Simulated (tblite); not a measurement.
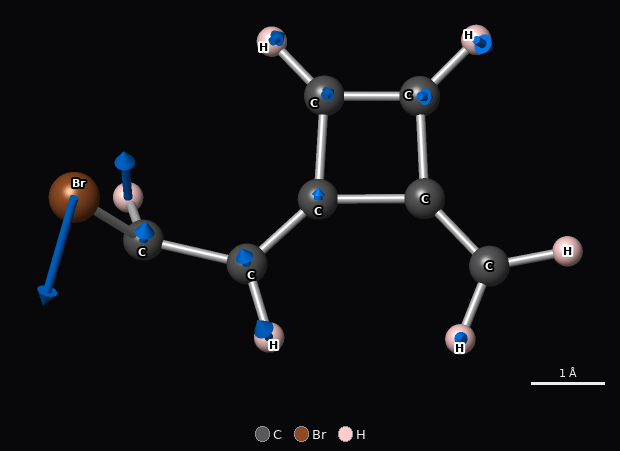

This is a relaxation of C7H6Br (multiplicity 2). The starting structure is drawn; blue arrows show the displacements, at their true length. The two geometries are superimposed by the best rigid fit.

A ball-and-stick model, seen at a tilt.

These are results of GFN2-xTB geometry optimisation, gas phase in tblite 0.8.0, not measurements. 

**What happened in the run?**

The atom that moves furthest after the best rigid fit is the Br atom (1.79 Å). Largest moves by element: Br 1.79 Å, H 1.02 Å, C 0.37 Å. Near-neighbour distances that change, for instance: C–C 1.478 → 1.364 Å, C–C 1.327 → 1.383 Å, C–C 1.317 → 1.369 Å, C–H 1.103 → 1.072 Å. Bond angles that change, for instance: C–C–H 115.4° → 123.5°, C–C–Br 115.3° → 122.2°, C–C–H 115.9° → 121.6°. After 70 geometry steps the energy has fallen by 25.6 kcal/mol. The run took 0.52 s on 1 thread of Arm Neoverse V1, with other jobs on the host.
